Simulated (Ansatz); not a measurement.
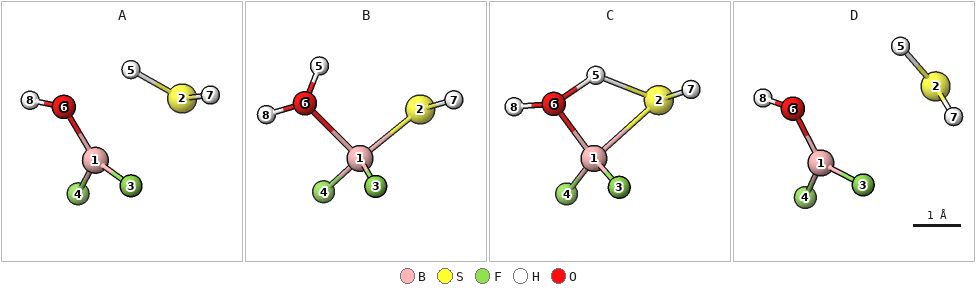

4 geometries from a converged minimum-energy path of BH₃SOF₂, shuffled. The picture is a ball-and-stick view, seen face on.

All numbers below come from UKS PBE0-D4/cc-pVDZ in Ansatz. Set-up: 9 movable images; climbing image; force threshold 0.05 eV/Å; iteration limit 60; starting path through a guess of the saddle point.

Which of them lies highest in energy?

Answer. C. In order along the path, whose images run from 0 to 10: B (image 0, 0.0 kcal/mol), C (image 3, +12.3 kcal/mol), A (image 5, −3.2 kcal/mol), D (image 9, −10.2 kcal/mol). Breaking: B1–S2 (1.88 → 2.10 at the top → 3.21 Å), H5–O6 (0.97 → 1.29 at the top → 3.02 Å). Forming: S2–H5 (2.55 → 1.59 at the top → 1.35 Å).
